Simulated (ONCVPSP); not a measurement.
Run report: Ce, pseudopotential generation

- system: cerium (Ce, Z = 58), core [Kr] 4d10, reference valence 5s2 5p6 5d2 6s2, valence charge 12.
- method: ONCV potential, PBEsol, fully relativistic, made with ONCVPSP 4.0.1

## Input file
```
# ATOM AND REFERENCE CONFIGURATION
# atsym  z   nc   nv     iexc    psfile
  Ce 58.00    9    4  -116133      upf
#
#   n    l    f
    1    0    2.00
    2    0    2.00
    2    1    6.00
    3    0    2.00
    3    1    6.00
    3    2   10.00
    4    0    2.00
    4    1    6.00
    4    2   10.00
    5    0    2.00
    5    1    6.00
    5    2    2.00
    6    0    2.00
#
# PSEUDOPOTENTIAL AND OPTIMIZATION
# lmax
    3
#
#   l,   rc,      ep,       ncon, nbas, qcut
    0    1.90    0.00    3    6    6.20
    1    2.55    0.00    4    7    4.70
    2    3.90    0.00    4    9    3.70
    3    3.70    0.40    3    7    3.40
#
# LOCAL POTENTIAL
# lloc, lpopt,  rc(5),   dvloc0
    4    5    1.30    0.00
#
# VANDERBILT-KLEINMAN-BYLANDER PROJECTORs
# l, nproj, debl
    0    2    2.10
    1    2    2.30
    2    3    3.50
    3    2    1.80
#
# MODEL CORE CHARGE
# icmod, fcfact, rcfact
    1    0.25    0.00
#
# LOG DERIVATIVE ANALYSIS
# epsh1, epsh2, depsh
   -3.00    5.00    0.02
#
# OUTPUT GRID
# rlmax, drl
    6.00    0.01
#
# TEST CONFIGURATIONS
# ncnf
    4
# nvcnf
#   n    l    f
    5
    5    0    2.00
    5    1    6.00
    5    2    1.00
    6    0    2.00
    4    3    1.00
#
    5
    5    0    2.00
    5    1    6.00
    5    2    1.00
    6    0    1.00
    4    3    1.00
#
    5
    5    0    2.00
    5    1    6.00
    5    2    1.00
    6    0    0.00
    4    3    1.00
#
    5
    5    0    2.00
    5    1    6.00
    5    2    2.00
    6    0    1.00
    4    3    1.00
#
```

Hardware: 1 CPU thread, shared host.

Command:
```bash
oncvpspr.x < Ce.dat > Ce.out
```

## Output (extracts)
```
ONCVPSP  (Optimized Norm-Conservinng Vanderbilt PSeudopotential)
relativistic version 4.0.1

#   n    l    f        energy (Ha)
    1    0    2.00    -1.4782375D+03
    2    0    2.00    -2.3685061D+02
    2    1    6.00    -2.0725111D+02    -2.2364976D+02
    3    0    2.00    -5.1273374D+01
    3    1    6.00    -4.2462603D+01    -4.5683612D+01
    3    2   10.00    -3.1990590D+01    -3.2682148D+01
    4    0    2.00    -1.0606345D+01
    4    1    6.00    -7.8262432D+00    -8.5265358D+00
    4    2   10.00    -4.2821173D+00    -4.4059186D+00
    5    0    2.00    -1.6117849D+00
    5    1    6.00    -9.1384453D-01    -1.0239938D+00
    5    2    2.00    -1.4626272D-01    -1.5566342D-01
    6    0    2.00    -1.4771383D-01

Reference configufation results
  iterations    26
  all-electron total energy (Ha)   -8.86164471D+03

Begin loop to  construct optimized pseudo wave functions
and semi-local pseudopoentials for all angular momenta

Calculating optimized projector #   1

 for l=   0

    Fraction of norm inside rc  0.817169
    Optimizing pswf for qcut=   6.21 a_B^-1,  ecut=  19.25 Ha
    Residual kinetic energy error=  4.41D-06 Ha
 ERROR pspot:  first pseudo wave function has node,          program will stop
 ERROR pspot: try changing psp parameters for this l
```

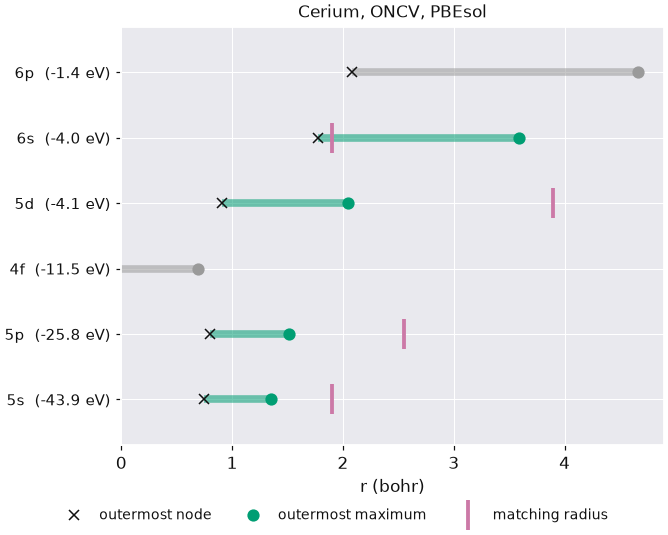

Fig. 1: Outer shells of the all-electron reference atom: each bar runs from the outermost node (or the nucleus) to the outermost maximum of u(r); the tick is the radius chosen for the pseudo-wave. Shells without a tick have no pseudo-wave of their own. Levels, nodes and maxima are from ld1.x, scalar-relativistic.

- Radii against the shells: 5s: 1.90 bohr, outside the maximum; 5p: 2.55 bohr, outside the maximum; 5d: 3.90 bohr, outside the maximum; 6s: 1.90 bohr, between node and maximum.

## Outcome

- outcome: ended with an error

## What went wrong

The generator stopped with the message “ERROR pspot: first pseudo wave function has node, program will stop”. In words: the optimised pseudo-wave of the first projector has a node, so the radial equation cannot be inverted for a potential. It was at work on the s channel when it stopped.
